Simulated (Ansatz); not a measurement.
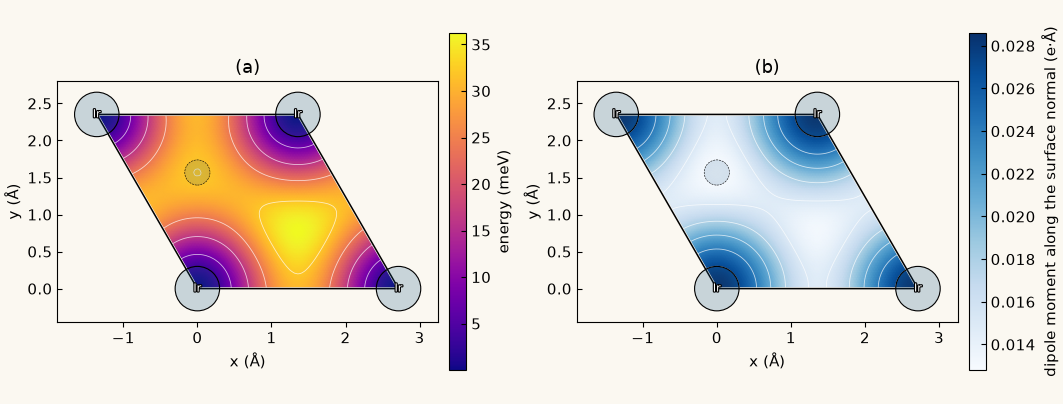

CO on an Ir(111) slab cut from the Fm-3m phase, its upper half relaxed before the scan (12 atoms of substrate and one adsorbate in a 2 × 2 cell). CO (O end down) is moved over the surface cell at a fixed height above a rigid substrate; the origin of the map has the adsorbate above Ir9; the height is held at 2.90 Å. Places are given modulo a cell vector. The map is drawn in real space over the plane of the surface. The scan uses a 6 × 6 grid; 10 points were computed and 26 follow by symmetry. Places are given in fractions of the 1 × 1 surface cell. Energies are in meV, from the lowest grid point. At a fixed height the lowest place need not be the adsorption site. The runs have no spin polarisation; a magnetic state may lie lower. Method: DFT PBE+D3(BJ), scalar-relativistic, plane waves, PAW in Ansatz 0.2.0. Settings: cutoff 420 eV, k-mesh 6×6×1, gaussian smearing 0.1 eV, no spin polarisation.

Panel (a) is the energy; panel (b) is the computed dipole moment along the surface normal, in e·Å.

Drawn: a smooth colour map with a few white contour lines, labelled circles for the atoms of the top layer and small ones for the second layer, the outline of one cell of the plane. Between grid points the surface is interpolated.

> How does the dipole moment along the surface normal vary over the map, and what is it at the lowest grid point?

It runs from 0.01 e·Å at a threefold hollow over a second-layer Ir atom, (2/6, 4/6) of the cell vectors to 0.03 e·Å at the top site over a surface Ir atom, (0/6, 0/6) of the cell vectors. At the lowest grid point, the top site over a surface Ir atom, (0/6, 0/6) of the cell vectors, it is 0.03 e·Å.

| second ↓, first → | 0/6 | 1/6 | 2/6 | 3/6 | 4/6 | 5/6 |
| --- | --- | --- | --- | --- | --- | --- |
| 5/6 | 0.03 | 0.02 | 0.01 | 0.01 | 0.02 | 0.03 |
| 4/6 | 0.02 | 0.01 | 0.01 | 0.01 | 0.02 | 0.02 |
| 3/6 | 0.01 | 0.01 | 0.01 | 0.01 | 0.01 | 0.01 |
| 2/6 | 0.02 | 0.02 | 0.02 | 0.01 | 0.01 | 0.01 |
| 1/6 | 0.03 | 0.03 | 0.02 | 0.01 | 0.01 | 0.02 |
| 0/6 | 0.03 | 0.03 | 0.02 | 0.01 | 0.02 | 0.03 |

PAW datasets: the set soft_1.
